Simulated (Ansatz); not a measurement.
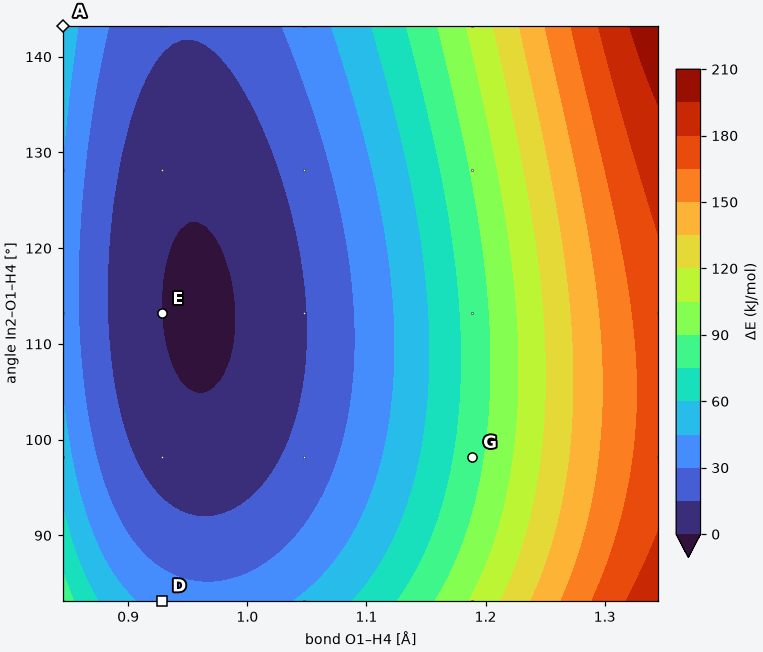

BrH₂InO, SMILES [OH][InH][Br]. 
- Two internal coordinates are moved rigidly from the geometry relaxed at PBE0-D4/def2-TZVP, all others fixed.
- First axis: bond O1–H4. Second axis: angle In2–O1–H4.
- Grid: 5 × 5 points.
- Points are written as (first, second).
- Energies: kJ/mol, counted from the lowest grid point.
- All numbers below come from RKS PBE0-D4/def2-TZVPP (Ansatz).

In the figure: filled contours, dots at the grid points, lettered points. Between grid points the surface is interpolated.

Q: What kind of point is each of E, G: minimum, saddle, maximum or slope?

A: E: minimum; G: on a slope. (In these two coordinates alone; a stationary point may lie a little off the grid point.)

Q: Rank the lettered points by energy, lowest first.

A: E (0 kJ/mol), D (39 kJ/mol), A (55 kJ/mol), G (84 kJ/mol).
